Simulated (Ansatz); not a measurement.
Cl$_{2}$GaH$_{3}$O

Input

```
crystal:
  periodic: [false, false, false]
  atoms:
    - {symbol: Ga, position_ang: [-0.833404, -0.032108, 0.362529]}
    - {symbol: O, position_ang: [1.232265, 0.081476, -0.103552]}
    - {symbol: Cl, position_ang: [-1.357045, -0.099131, -1.751202]}
    - {symbol: Cl, position_ang: [-1.151681, 1.898116, 1.249182]}
    - {symbol: H, position_ang: [1.732226, -0.717420, 0.097109]}
    - {symbol: H, position_ang: [-0.880057, -1.333475, 1.208988]}
    - {symbol: H, position_ang: [1.257595, 0.202542, -1.062953]}
basis:
  gaussian: {orbitals: def2-TZVPP}
hamiltonian: {xc: pbe0, dispersion: d4}
output: {orbitals: {seedname: orbitals}}
```

Launched as:

```sh
ansatz run in.yaml --threads 4 --pin off --events-out ev --progress --plain --max-ram 9574MiB
```

The product side of a reaction path; geometry: PBE0-D4/def2-TZVP.

Method: RKS PBE0-D4/def2-TZVPP (Ansatz 0.2.0).

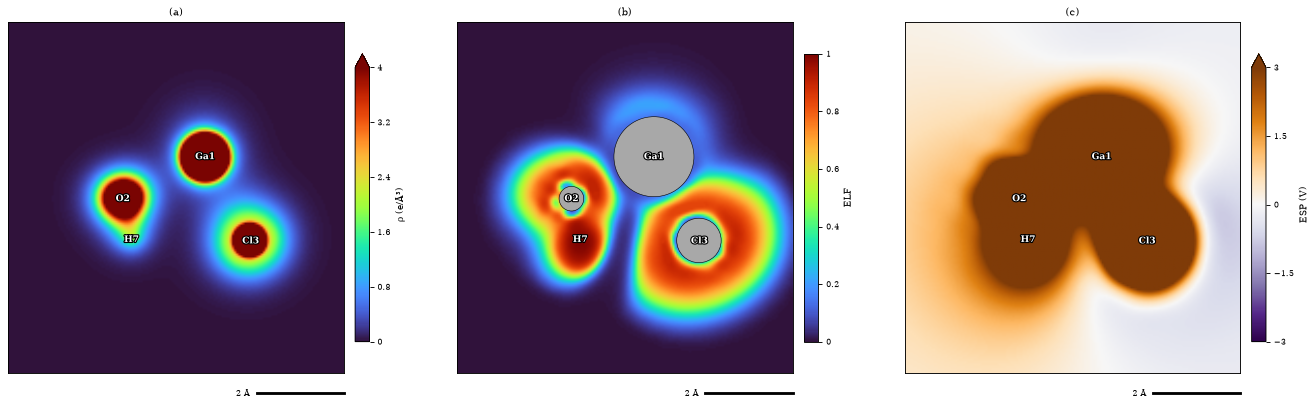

Figure 1. (a) total electron density; (b) electron localisation function; (c) electrostatic potential on the plane of atoms O2, Ga1 and Cl3. Grey discs cover the atomic cores in the ELF map.

Interpret the plot.

Answer. The plane passes through Ga, O, Cl and H nuclei. Ga–O (2.12 Å): ρ at the midpoint is about 0.41 e/Å³; the ELF peaks at about 0.90 in the valence shell of O, 0.6 Å from its nucleus, and is about 0.20 at the midpoint. O–H (0.97 Å): ρ at the midpoint is about 3.9 e/Å³; the ELF climbs to about 1 towards the hydrogen, as it does in any bond to H; a covalent bond by its length. The ELF also peaks beside Cl3 and O2, away from the bonds: lone-pair regions. Outside the dense part of the molecule the potential is most negative (−0.8 V) near Cl3.

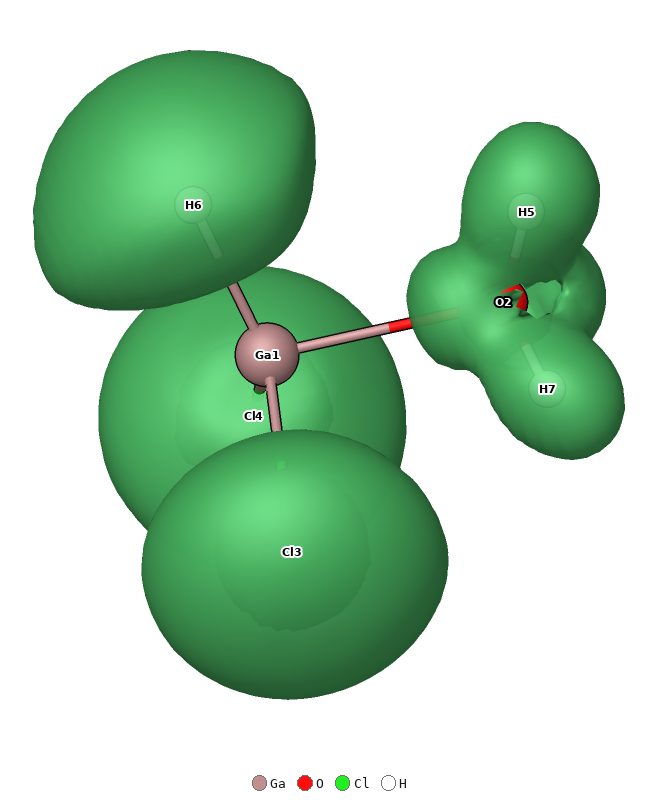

Figure 2. Isosurface of the ELF at 0.75 (green), seen at a tilt. Only the valence region is drawn (cores and ρ < 0.01 e/Å³ removed).

Where are the electrons localised?

Answer. The ELF exceeds this value in one region around a hydrogen nucleus, two regions wrapped around Cl (the valence shell of each) and one joined region spread over several atoms (H, O), in which their bonds and any lone pairs are merged. Along the contacts the grid gives the following. Ga–Cl (2.15 Å): the ELF peaks at about 0.85 in the valence shell of Cl, 0.8 Å from its nucleus, and is about 0.55 at the midpoint.

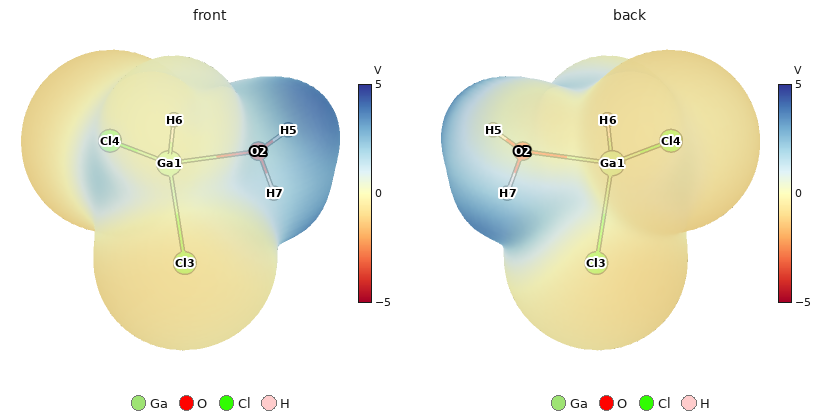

Figure 3. The molecular electrostatic potential painted on the density surface at 0.002 e/bohr³, seen from the front and from behind; red is negative and blue positive.

Describe the electrostatic potential map.

Answer. The most negative region (about −1.0 V) lies over Cl4, the most positive (about +4.0 V) over H5.
